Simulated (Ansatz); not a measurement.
# How many bands does the GW gap of SrCaTi2O6 (perovskite [001] superlattice) (P4/mmm) need?

How do accuracy and time trade against each other in G0W0 on SrCaTi2O6 (perovskite [001] superlattice) (P4/mmm)?

Calculated with Ansatz 0.2.0; G0W0 on LDA, plane waves, PAW; PAW set soft_1.

The structure was built from a prototype and need not be the compound's stable phase.

## (1) Starting point

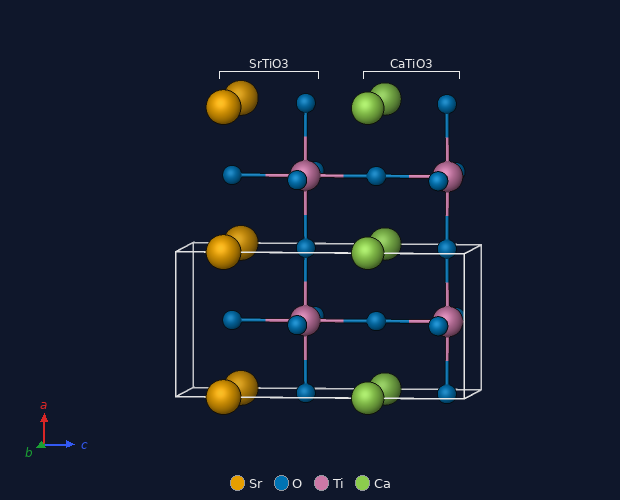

Start, viewed from the side, with the c axis across the page; strontium orange, oxygen blue, titanium pink, calcium green. 2×1×1 cells are drawn. Some periodic images of atoms are drawn too.

The structure was relaxed with LDA. The runs that relaxed it are not among those shown.

## (2) 55 empty bands, screening to 36 eV

G0W0 replaces the xc potential by the self-energy, built once from these orbitals. Only a window of levels is corrected, while the sums run over the empty bands that the input names. This step takes PAW set soft_1 files.

input.yaml

```yaml
crystal:
  lattice:
    - [3.8302279743, 0.0, 0.0]
    - [0.0, 3.8302279743, 0.0]
    - [0.0, 0.0, 7.6566011245]
  atoms:
    - { symbol: Sr, position: [0.0, 0.0, 0.126454763] }
    - { symbol: O, position: [0.5, 0.5, 0.1264469708] }
    - { symbol: Ti, position: [0.5, 0.5, 0.379478349] }
    - { symbol: O, position: [0.5, 0.0, 0.3818434934] }
    - { symbol: O, position: [0.0, 0.5, 0.3818434934] }
    - { symbol: Ca, position: [0.0, 0.0, 0.6264623602] }
    - { symbol: O, position: [0.5, 0.5, 0.6264495736] }
    - { symbol: Ti, position: [0.5, 0.5, 0.8734249172] }
    - { symbol: O, position: [0.5, 0.0, 0.8710418402] }
    - { symbol: O, position: [0.0, 0.5, 0.8710418402] }
kpoints:
  mp_grid: { grid: [4, 4, 2] }
hamiltonian:
  xc: lda
  pseudopotentials: { kind: paw, azcp: { folder: soft_1 }, xc_functional: pbe }
scf:
  occupations: { method: fixed }
gw:
  n_empty_bands: 55
  ecut_chi: 36
  qp_bands: [v3, c3]
  qp_kpoints: band_edges
  screening: { model: contour_deformation }
```

Launch:

```bash
$ ansatz run input.yaml --threads 4 --pin off --max-ram 17510MiB --backend cpu --events-out ev --progress --plain --runs-dir out
```

Numbers of over 12 decimals in the logs are rounded to 6 here.

Log:

```text
Warning: at least one further symmetry operation maps every atom of the structure, as the run holds it, onto an atom to within 2.72e-5 (fractional), and is not used: no operation is sought that the atoms, as the run holds them, miss by more than 2.00e-5, twice crystal.symmetry.tolerance (1.0e-5). The run uses 8 unitary operations. The run imposes no operation that its atoms and lattice do not hold. Figures that only  [...]
Engine: ansatz 0.2.0, aarch64-unknown-linux-gnu
Pseudopotentials: kind: paw
Pseudopotential: Sr, paw, valence charge 10, recommended cutoff 420 eV (normal), soft_1/Sr.paw.azcp
Pseudopotential: O, paw, valence charge 6, recommended cutoff 420 eV (normal), soft_1/O.paw.azcp
Pseudopotential: Ti, paw, valence charge 12, recommended cutoff 420 eV (normal), soft_1/Ti.paw.azcp
Pseudopotential: Ca, paw, valence charge 10, recommended cutoff 420 eV (normal), soft_1/Ca.paw.azcp
Functional definition: SPW92
  exchange = slater_x
  correlation = pw_c
Crystal: 10 atoms, lattice volume = 112.327 Å³
Basis set: ecut = 420 eV, 2153 PW (Γ)
Bands: 50, of which v1, the nominal top of the filled ones, is band 40 counted from 1 (39 counted from 0)
Symmetry: 8 space group operations
Space group: P4mm (ITA 99), of the structure as read, at distance tolerance 4.8e-5 Å
k-points: 12 of 32
Non-local potential: Sr, projectors of the file, l = 0: 3, l = 1: 2, l = 2: 2
Non-local potential: O, projectors of the file, l = 0: 2, l = 1: 2, l = 2: 1
Non-local potential: Ti, projectors of the file, l = 0: 3, l = 1: 2, l = 2: 3, l = 3: 1
Non-local potential: Ca, projectors of the file, l = 0: 3, l = 1: 2, l = 2: 2
PAW form: soft (Blöchl's): semilocal exchange-correlation on the pseudo side does not see the compensation charge
PAW frozen core: Sr, regenerated for the run's functional, and the local potential with it (the file was generated under x = pbe(κ = 0.804, μ = 0.219515), c = pbe(β = 0.066725))
PAW frozen core: O, regenerated for the run's functional, and the local potential with it (the file was generated under x = pbe(κ = 0.804, μ = 0.219515), c = pbe(β = 0.066725))
PAW frozen core: Ti, regenerated for the run's functional, and the local potential with it (the file was generated under x = pbe(κ = 0.804, μ = 0.219515), c = pbe(β = 0.066725))
PAW frozen core: Ca, regenerated for the run's functional, and the local potential with it (the file was generated under x = pbe(κ = 0.804, μ = 0.219515), c = pbe(β = 0.066725))
PAW one-centre angular grid: Sr, 110 points (default); XC on 64 Gauss nodes
PAW one-centre angular grid: O, 110 points (default); XC on 64 Gauss nodes
PAW one-centre angular grid: Ti, 590 points (default); XC on 64 Gauss nodes
PAW one-centre angular grid: Ca, 110 points (default); XC on 64 Gauss nodes
Initial density: superposition of atomic densities (chi_scale 0.1, normalization cell, long waves kept (reshape's long-wave potential 0.08 eV rms))
Initial wavefunctions: pseudopotential atomic-orbital guess
Functional: x = slater, c = lda
SCF iter   1: F=—  HF=-13467.456380 eV  |F-HF|=—  |Δ(HF+E_count)|=         —  Δρ=5.40e-2  dr2=2.96e0  ethr=3.10e-3  ⟨swp⟩=4.8  Hψ=2138  notcnv=0  defer=66
preconditioner: auto → Resta (q_TF=auto, 2.578 Å⁻¹)  ε∞=5.2  [insulator: Δε(μ)=1.894 eV  Ē_g=13.252 eV  n_scr=38 (ndim 8)  ℏωp=27.1 eV  f_vac=0.000  ε∞_Penn≈5.2]
SCF iter   2: F=—  HF=-13466.901457 eV  |F-HF|=—  |Δ(HF+E_count)|=   5.55e-1  Δρ=2.72e-2  dr2=7.94e-1  ethr=3.10e-3  ⟨swp⟩=2.4  Hψ=1153  notcnv=0  defer=66
SCF iter   3: F=—  HF=-13466.767251 eV  |F-HF|=—  |Δ(HF+E_count)|=   1.34e-1  Δρ=1.41e-2  dr2=2.02e-1  ethr=9.92e-4  ⟨swp⟩=2.4  Hψ=1070  notcnv=0  defer=85
SCF iter   4: F=—  HF=-13466.737485 eV  |F-HF|=—  |Δ(HF+E_count)|=   2.98e-2  Δρ=5.35e-3  dr2=2.57e-2  ethr=2.52e-4  ⟨swp⟩=2.3  Hψ=934  notcnv=0  defer=84
SCF iter   5: F=—  HF=-13466.734340 eV  |F-HF|=—  |Δ(HF+E_count)|=   3.15e-3  Δρ=1.56e-3  dr2=2.17e-3  ethr=3.22e-5  ⟨swp⟩=2.2  Hψ=910  notcnv=0  defer=93
SCF iter   6: F=—  HF=-13466.734444 eV  |F-HF|=—  |Δ(HF+E_count)|=   1.04e-4  Δρ=1.06e-3  dr2=1.07e-3  ethr=2.71e-6  ⟨swp⟩=2.0  Hψ=897  notcnv=0  defer=93
SCF iter   7: F=—  HF=-13466.734266 eV  |F-HF|=—  |Δ(HF+E_count)|=   1.78e-4  Δρ=1.69e-4  dr2=2.13e-5  ethr=1.34e-6  ⟨swp⟩=2.0  Hψ=891  notcnv=0  defer=94
SCF iter   8: F=—  HF=-13466.734280 eV  |F-HF|=—  |Δ(HF+E_count)|=   1.36e-5  Δρ=7.02e-5  dr2=4.24e-6  ethr=2.67e-8  ⟨swp⟩=2.0  Hψ=820  notcnv=0  defer=58
SCF iter   9: F=—  HF=-13466.734280 eV  |F-HF|=—  |Δ(HF+E_count)|=   7.40e-9  Δρ=3.57e-5  dr2=1.14e-6  ethr=5.30e-9  ⟨swp⟩=2.0  Hψ=876  notcnv=0  defer=58
SCF iter  10: F=-13466.734280 eV  HF=-13466.734280 eV  |F-HF|=1.20e-8  |Δ(HF+E_count)|=   1.62e-7  Δρ=7.92e-6  dr2=5.71e-8  ethr=1.25e-10  ⟨swp⟩=15.1  Hψ=3001  notcnv=0
SCF 1 converged in 10 iterations: F = -13466.734280 eV  dr2 = 5.71e-8
  greatest PAW one-centre occupation: 0.998 electrons in one spin orbital (limit 2), on the Ti atom at site 7 (counted from 0), in its partial waves of l = 0
NSCF: frozen V_eff on 12 k-points
G₀W₀ screening: q 1/12
[... further progress lines ...]
SCF converged after 10 iterations
Free energy (F): -13466.734280 eV
Harris-Foulkes:  -13466.734280 eV  (|F-HF|=1.20e-8)
Internal energy: -13466.734280 eV  (E = F + TS)
E sigma→0 (E₀):  -13466.734280 eV
Fermi energy:    9.852638 eV
--- Per-component energies (eV) ---
  E_band       = -458.644081
  E_kinetic    = 2061.474792
  E_local      = -4877.582304  (includes V_loc(G=0)·N_el)
  E_nonlocal   = 779.972135
  E_hartree    = 1731.281077
  E_xc         = -960.321445
  E_vxc        = -1157.025040  (∫ρ·V_xc dr)
  E_paw        = -6309.846276  (= ΣΔE_a)
  E_vpaw       = -728.050680  (= ΣTr[D̂ρ^β])
  E_aug_tail   = 0.004685  (compensation charges beyond the density's cutoff)
  E_ewald      = -5893.527675
  E_core_change = 1.810731  (= ΣΔE_core)
  E_smearing   = -0.000000  (= −TS)
  E_closure    = 0.000000  (closes the sum)
  Σ components = -13466.734280   (vs F -13466.734280, Δ=0.00e0)
--- Band table (eV; the first three rows and the last of 12) ---
  k-point 0: bands = [... 36 lower, 9.1270, 9.4809, 9.4820, 9.4820, 11.7016, 11.7039, 11.7039, 11.9101, ... 6 higher]
  k-point 1: bands = [... 36 lower, 9.2445, 9.2445, 9.2463, 9.2463, 11.7918, 11.8131, 12.8577, 12.8577, ... 6 higher]
  k-point 2: bands = [... 36 lower, 8.5256, 9.1332, 9.2481, 9.2484, 11.8039, 12.8977, 12.8979, 12.9799, ... 6 higher]
  k-point 11: bands = [... 36 lower, 9.1322, 9.1322, 9.7872, 9.8075, 14.1564, 14.1564, 14.1856, 14.1856, ... 6 higher]
--- G₀W₀: contour deformation, 6 samples at zero and on the imaginary axis and 1 off it, 32 q-points, 55 empty bands' worth ---
  eigenvalues of the whole cell's RPA ε∞ on this k-mesh (on a slab, of 1 + 4πα/V) = 6.8881, 6.8881, 6.8987; static W/v taken at q = 0 is 0.145103
  gw.qp_kpoints: band_edges: 7 of 12 stored k-points solved, in 1 pass; an edge of the gap read off the rows below is read off those points alone
    valence top: of the k-points left out ik 9 came nearest to being solved in a further pass, in band 40 (counted from 1, as in the quasiparticle table): it holds the edge there only if its correction is more favourable than any solved in that band by at least 0.507 eV; those differ by 0.021 eV
    conduction bottom: of the k-points left out ik 3 came nearest to being solved in a further pass, in band 42 (counted from 1, as in the quasiparticle table): it holds the edge there only if its correction is more favourable than any solved in that band by at least 1.061 eV; those differ by 0.120 eV
  `?` marks the rows in doubt; gw_qp.tsv's column doubts and the gw_qp event give each row's grounds
    ik  band        ε_KS         Σx   Σc(E_QP)       V_xc       Z   E_QP_lin       E_QP  E_QP is
     0    38      9.4809   -26.6274     4.8587   -21.9009  0.7473     9.6128     9.6131  root
     0    39      9.4820   -26.6260     4.8590   -21.8998  0.7473     9.6146     9.6149  root
     0    40      9.4820   -26.6260     4.8590   -21.8998  0.7473     9.6146     9.6149  root
     0    41     11.7016   -12.5525    -5.5855   -20.5584  0.7582    14.2094    14.1220  root
     0    42     11.7039   -12.5663    -5.5784   -20.5638  0.7583    14.2102    14.1230  root
     0    43     11.7039   -12.5663    -5.5784   -20.5638  0.7583    14.2102    14.1230  root
     1    38      9.2445   -26.3581     4.8400   -21.6611  0.7447     9.3871     9.3875  root
     1    39      9.2463   -26.4281     4.8643   -21.6970  0.7448     9.3791     9.3794  root
     1    40      9.2463   -26.4281     4.8643   -21.6970  0.7448     9.3791     9.3794  root
     1    41     11.7918   -12.7055    -5.6913   -20.8465  0.7554    14.3347    14.2415  root
     1    42     11.8131   -12.7667    -5.7165   -20.9273  0.7546    14.3509    14.2573  root
     1    43     12.8577   -14.2358    -5.6123   -22.1863  0.7383    15.3143    15.1959  root ?
     2    38      9.1332   -25.1081     4.8861   -20.3080  0.7352     9.2190     9.2193  root
     2    39      9.2481   -26.3987     4.8556   -21.6808  0.7447     9.3854     9.3857  root
     2    40      9.2484   -26.3968     4.8532   -21.6815  0.7448     9.3860     9.3863  root
     2    41     11.8039   -12.7463    -5.6964   -20.8890  0.7550    14.3434    14.2501  root
     2    42     12.8977   -14.2276    -5.6221   -22.1741  0.7375    15.3409    15.2220  root ?
     2    43     12.8979   -14.2410    -5.6156   -22.1808  0.7376    15.3408    15.2221  root ?
     4    38      9.1308   -26.4043     4.9381   -21.5833  0.7435     9.2476     9.2479  root
     4    39      9.1319   -26.4051     4.9376   -21.5855  0.7434     9.2496     9.2499  root
     4    40      9.7523   -25.8680     4.9181   -21.0735  0.7412     9.8756     9.8759  root
     4    41     11.9107   -12.9602    -5.8301   -21.2658  0.7513    14.4868    14.3862  root ?
     4    42     13.8783   -14.9354    -6.3405   -23.6119  0.7130    16.3917    16.2144  root ?
     4    43     13.8794   -14.9266    -6.3500   -23.6121  0.7128    16.3924    16.2149  root ?
     8    38      9.1100   -25.1594     4.9194   -20.3049  0.7352     9.1749     9.1750  root
     8    39      9.1293   -25.1048     4.8861   -20.3047  0.7352     9.2152     9.2154  root
     8    40      9.8027   -25.9812     4.9244   -21.1772  0.7416     9.9228     9.9231  root
     8    41     12.9791   -14.2336    -5.8870   -22.5008  0.7335    15.4901    15.3594  root ?
     8    42     13.8799   -14.8567    -6.4118   -23.6214  0.7128    16.4140    16.2328  root ?
     8    43     13.9545   -13.5969    -6.6904   -22.6998  0.7171    16.5446    16.3669  root ?
    10    38      9.8498   -26.0946     4.9302   -21.2820  0.7421     9.9671     9.9673  root
    10    39      9.8526   -26.1011     4.9330   -21.2853  0.7420     9.9696     9.9699  root
    10    40      9.8526   -26.1011     4.9330   -21.2853  0.7420     9.9696     9.9699  root
    10    41     13.8844   -14.8114    -6.4634   -23.6425  0.7122    16.4334    16.2521  root ?
    10    42     13.8844   -14.8114    -6.4634   -23.6425  0.7122    16.4334    16.2521  root ?
    10    43     14.3085   -13.1926    -7.1600   -22.8101  0.7079    16.9684    16.7660  root ?
    11    38      9.1322   -25.0950     4.8954   -20.2618  0.7350     9.1944     9.1945  root
    11    39      9.7872   -25.9407     4.9171   -21.1480  0.7416     9.9113     9.9116  root
    11    40      9.8075   -26.0002     4.9256   -21.1917  0.7418     9.9244     9.9246  root
    11    41     14.1564   -14.3701    -6.7806   -23.5264  0.7076    16.7205    16.5321  root ?
    11    42     14.1564   -14.3701    -6.7806   -23.5264  0.7076    16.7205    16.5321  root ?
    11    43     14.1856   -14.6233    -6.7916   -23.7934  0.7055    16.7584    16.5642  root ?
```

It took 21 s on 4 threads of Arm Neoverse V1, shared host; peak memory 0.59 GiB; 80 s of CPU time.

Reading the cycles: dr2 is the Hartree energy of the density residual (eV), the measure of convergence; HF is the Harris–Foulkes estimate of the energy, which meets the free energy F at convergence.

This step gave:

```
bands summed                                 : 95
RPA ε∞ on this mesh (eigenvalues)            : 6.888, 6.888, 6.899
plane waves in the screening matrix          : 55
q-points in the mesh                         : 32
G0W0 gap on the mesh                         : 4.152 eV
k of the valence top                         : -0.5, -0.5, 0
k of the conduction bottom                   : 0, 0, 0
starting gap on the mesh                     : 1.849 eV
Z at the valence top                         : 0.7420
Z at the conduction bottom                   : 0.7582
least direct G0W0 gap on the computed points : 4.507 eV
```

The gap on the mesh goes from 1.85 eV to 4.15 eV, a correction of +2.30 eV. Between the two edge states, bare exchange in place of the xc potential would open the gap by 12.82 eV, and correlation takes back 10.52 eV.

## (3) 217 empty bands, screening to 90 eV

Bands and screening cutoff are moved together, since each hides the error of the other.

Changes to input.yaml since step 2:

```diff
@@ -24,4 +24,4 @@
 gw:
-  n_empty_bands: 55
-  ecut_chi: 36
+  n_empty_bands: 217
+  ecut_chi: 90.0
   qp_bands: [v3, c3]
```

Log:

```text
[...]
Crystal: 10 atoms, lattice volume = 112.327 Å³
Basis set: ecut = 420 eV, 2153 PW (Γ)
Bands: 50, of which v1, the nominal top of the filled ones, is band 40 counted from 1 (39 counted from 0)
Symmetry: 8 space group operations
[...]
k-points: 12 of 32
[...]
SCF iter   1: F=—  HF=-13467.456380 eV  |F-HF|=—  |Δ(HF+E_count)|=         —  Δρ=5.40e-2  dr2=2.96e0  ethr=3.10e-3  ⟨swp⟩=4.8  Hψ=2138  notcnv=0  defer=66
[...]
SCF iter  10: F=-13466.734280 eV  HF=-13466.734280 eV  |F-HF|=1.20e-8  |Δ(HF+E_count)|=   1.62e-7  Δρ=7.92e-6  dr2=5.71e-8  ethr=1.25e-10  ⟨swp⟩=15.1  Hψ=3001  notcnv=0
SCF 1 converged in 10 iterations: F = -13466.734280 eV  dr2 = 5.71e-8
[...]
NSCF: frozen V_eff on 12 k-points
G₀W₀ screening: q 1/12
[... further progress lines ...]
SCF converged after 10 iterations
Free energy (F): -13466.734280 eV
[...]
Internal energy: -13466.734280 eV  (E = F + TS)
E sigma→0 (E₀):  -13466.734280 eV
Fermi energy:    9.852638 eV
[...]
--- Band table (eV; the first three rows and the last of 12) ---
  k-point 0: bands = [... 36 lower, 9.1270, 9.4809, 9.4820, 9.4820, 11.7016, 11.7039, 11.7039, 11.9101, ... 6 higher]
  k-point 1: bands = [... 36 lower, 9.2445, 9.2445, 9.2463, 9.2463, 11.7918, 11.8131, 12.8577, 12.8577, ... 6 higher]
  k-point 2: bands = [... 36 lower, 8.5256, 9.1332, 9.2481, 9.2484, 11.8039, 12.8977, 12.8979, 12.9799, ... 6 higher]
  k-point 11: bands = [... 36 lower, 9.1322, 9.1322, 9.7872, 9.8075, 14.1564, 14.1564, 14.1856, 14.1856, ... 6 higher]
[...]
0    38      9.4809   -26.6274     4.7229   -21.9009  0.7357     9.4773     9.4773  root
     0    39      9.4820   -26.6260     4.7224   -21.8998  0.7356     9.4783     9.4783  root
     0    40      9.4820   -26.6260     4.7224   -21.8998  0.7356     9.4783     9.4783  root
     0    41     11.7016   -12.5525    -6.2916   -20.5584  0.7506    13.4905    13.4159  root
     0    42     11.7039   -12.5663    -6.2845   -20.5638  0.7506    13.4913    13.4169  root
     0    43     11.7039   -12.5663    -6.2845   -20.5638  0.7506    13.4913    13.4169  root
     1    38      9.2445   -26.3581     4.6851   -21.6611  0.7337     9.2327     9.2327  root
     1    39      9.2463   -26.4281     4.7133   -21.6970  0.7339     9.2285     9.2285  root
[...]
4    42     13.8783   -14.9354    -6.9606   -23.6119  0.7015    15.7095    15.5942  root ?
     4    43     13.8794   -14.9266    -6.9702   -23.6121  0.7014    15.7101    15.5947  root ?
[...]
8    42     13.8799   -14.8567    -7.0389   -23.6214  0.7014    15.7232    15.6057  root ?
     8    43     13.9545   -13.5969    -7.3546   -22.6998  0.7069    15.8205    15.7027  root ?
[...]
10    40      9.8526   -26.1011     4.7961   -21.2853  0.7282     9.8330     9.8330  root
    10    41     13.8844   -14.8114    -7.0978   -23.6425  0.7009    15.7365    15.6177  root ?
    10    42     13.8844   -14.8114    -7.0978   -23.6425  0.7009    15.7365    15.6177  root ?
    10    43     14.3085   -13.1926    -7.8409   -22.8101  0.6978    16.2140    16.0851  root ?
    11    38      9.1322   -25.0950     4.7495   -20.2618  0.7230     9.0484     9.0486  root
    11    39      9.7872   -25.9407     4.7734   -21.1480  0.7280     9.7678     9.7679  root
    11    40      9.8075   -26.0002     4.7833   -21.1917  0.7281     9.7823     9.7823  root
    11    41     14.1564   -14.3701    -7.4262   -23.5264  0.6965    16.0067    15.8865  root ?
    11    42     14.1564   -14.3701    -7.4262   -23.5264  0.6965    16.0067    15.8865  root ?
    11    43     14.1856   -14.6233    -7.4344   -23.7934  0.6941    16.0449    15.9214  root ?
```

Elapsed: 76 s, on 4 threads; peak memory 1.3 GiB; 4.9 min of CPU time.

Numbers from this step:

```yaml
bands_summed: 257
rpa_eps_infinity_on_this_mesh_eigenvalues: 6.815, 6.815, 6.825
plane_waves_in_the_screening_matrix: 203
q_points_in_the_mesh: 32
g0w0_gap_on_the_mesh: 3.583 eV
k_of_the_valence_top: -0.5, -0.5, 0
k_of_the_conduction_bottom: 0, 0, 0
starting_gap_on_the_mesh: 1.849 eV
z_at_the_valence_top: 0.7282
z_at_the_conduction_bottom: 0.7506
least_direct_g0w0_gap_on_the_computed_points: 3.932 eV
```

Against the run with 4×4×2 mesh, 55 empty bands, screening to 36 eV, PAW set soft_1 files, the gap moves by −0.57 eV.

## (4) Convergence and cost

Times are wall times on 4 threads of Arm Neoverse V1, shared host, good to a factor of about two.

```csv
mesh,files,frequency,bands summed,cutoff (eV),start (eV),G0W0 (eV),time,host memory (GiB)
4×4×2,PAW set soft_1,contour deformation,95,36,1.849,4.152,21 s,0.59
4×4×2,PAW set soft_1,contour deformation,257,90,1.849,3.583,76 s,1.3
```

The parts of the quasiparticle energy at the two band edges (eV; QP = start + Σx + Σc − Vxc):

```csv
run,edge,start,Σx,Σc,Vxc,Z,QP
95 bands,valence top,9.85,-26.10,4.93,-21.29,0.74,9.97
95 bands,conduction bottom,11.70,-12.55,-5.59,-20.56,0.76,14.12
257 bands,valence top,9.85,-26.10,4.80,-21.29,0.73,9.83
257 bands,conduction bottom,11.70,-12.55,-6.29,-20.56,0.75,13.42
```

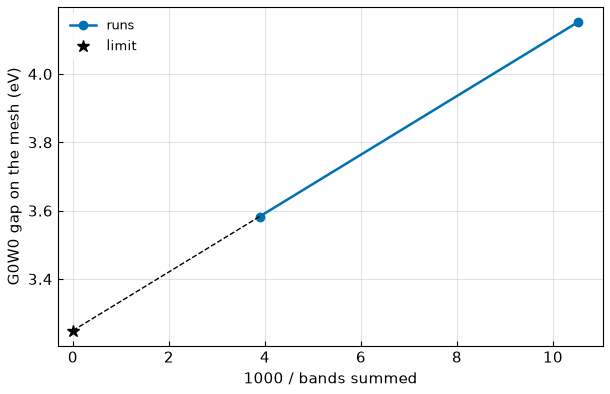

The gap against one over the number of bands; the dashed line carries the two highest rungs to the limit.

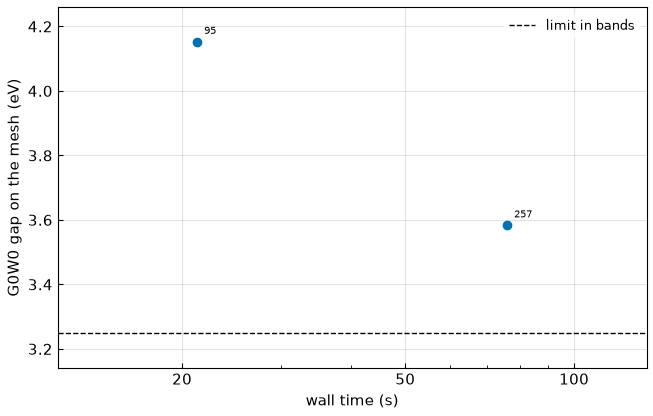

Result against wall time.

## (5) Outcome

| Property | Result |
| --- | --- |
| 95 bands, 36 eV | 4.152 eV |
| 257 bands, 90 eV | 3.583 eV |
| estimated limit in bands and cutoff | 3.25 eV |
| mesh and start | 4×4×2, LDA |

In words: A line in one over the bands through the two rungs gives 3.25 eV, −0.33 eV from the top rung; with two points alone it is an unchecked estimate. The rungs stand 0.90 eV (95 bands) and 0.33 eV (257 bands) from it. From 95 to 257 bands the gap moves by −0.57 eV while the time grows 3.6-fold. Σc changes by −0.14 eV at the valence top and −0.71 eV at the conduction bottom, so the conduction edge carries most of the change. The 4×4×2 mesh is coarse for this cell (its supercell is 15 Å along the shortest edge). The RPA ε∞ on it, from the LDA start, is 6.81 and 6.83; such meshes misread the long-range screening, most where the gap is narrow. The many-body steps are scalar-relativistic: spin-orbit coupling is not in them.

[Paths, hosts, dates, memory and timing lines, banners, echoed tables and standing remarks are left out of the program output.]

[Logs are printed without paths, hosts, clocks, repeated set-up lines and the standing remarks that a program may print on its own settings, such as how far it seeks lower states.]

[Runs of the session that timed out or met a known fault of the program may be left out.]

[Cells called generated may have been cut or substituted from an entry of the Crystallography Open Database or the Materials Project.]

[Hosts, paths, dates, database ids (printed as entryN), source tags and the programs' standing remarks are cut or masked in the printed files.]
